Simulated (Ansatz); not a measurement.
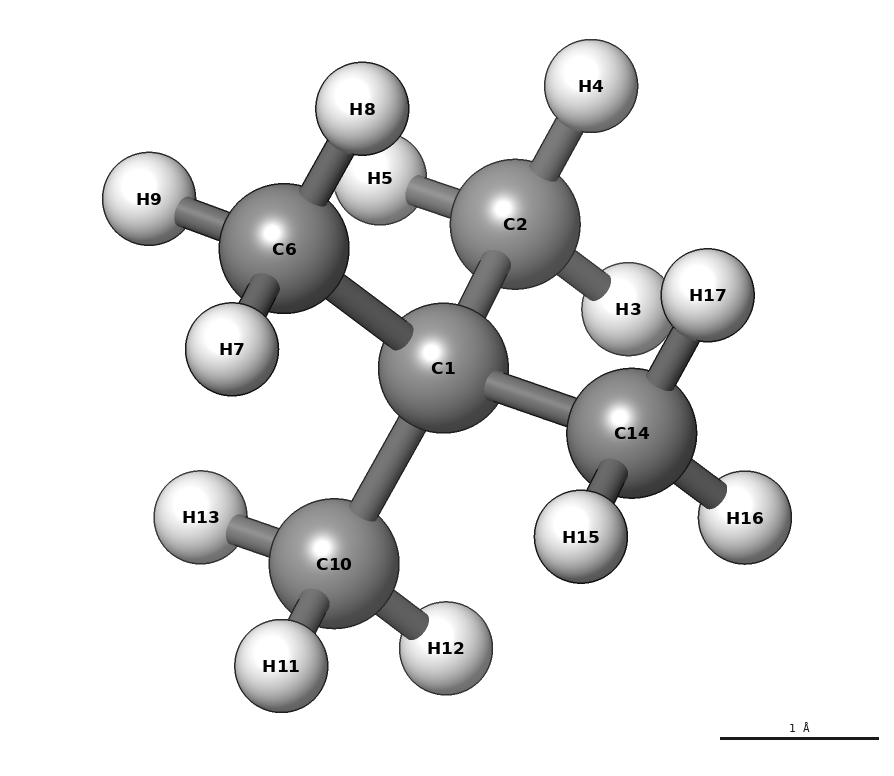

Figure made from data computed with Ansatz.

Geometry: a fixed input geometry, not necessarily a minimum.

What are the angles C2–C1–C6, C1–C6–H9, C1–C2–H3?

```json
{"angle": "C2–C1–C6", "degrees": "108.9"}
{"angle": "C1–C6–H9", "degrees": "110.3"}
{"angle": "C1–C2–H3", "degrees": "109.1"}
```
